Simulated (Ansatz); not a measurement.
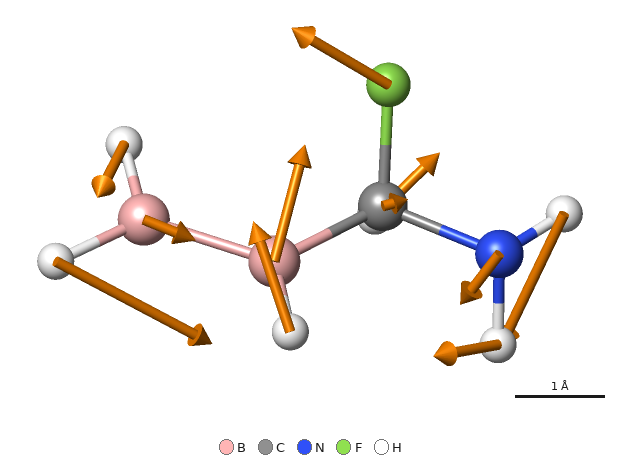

This is a relaxation of CH$_{6}$B$_{2}$FN (coarse preliminary run). The starting structure is drawn; orange arrows show the displacements, at their true length. The two geometries are superimposed by the best rigid fit.

A ball-and-stick model, seen at a tilt.

The start comes from a force field.

Computed with RKS PBE-D4/def2-SVP in Ansatz 0.2.0. Set-up: force threshold 0.03 eV/Å; at most 200 steps.

Which element moves most?

Hydrogen: up to 2.18 Å, against 1.46 Å for fluorine.

Describe the change and its energy.

The energy falls by 3.816 eV in 27 accepted moves (29 points after the start). Largest force component: 5.2 eV/Å at the start, 0.02 eV/Å at the end. The line search rejected the trial steps at points 20, 28 of the run. The largest move after the best rigid fit is that of an H atom, 2.18 Å. By element the largest moves are H 2.18 Å, F 1.46 Å, B 1.37 Å, N 0.82 Å, C 0.31 Å. Among the contacts that change: C–F 1.396 → 2.571 Å, B–F 2.431 → 1.362 Å, B–H 2.396 → 1.388 Å, B–H 1.149 → 1.378 Å. New bonds form: B–F (2.43 → 1.36 Å). Bonds break: C–F (1.40 → 2.57 Å). Bond angles that change, for instance: B–B–H 121.0° → 53.0°, B–B–C 119.6° → 102.0°, B–C–N 112.9° → 129.3°. The run took of the order of 80 core-seconds on a shared host.
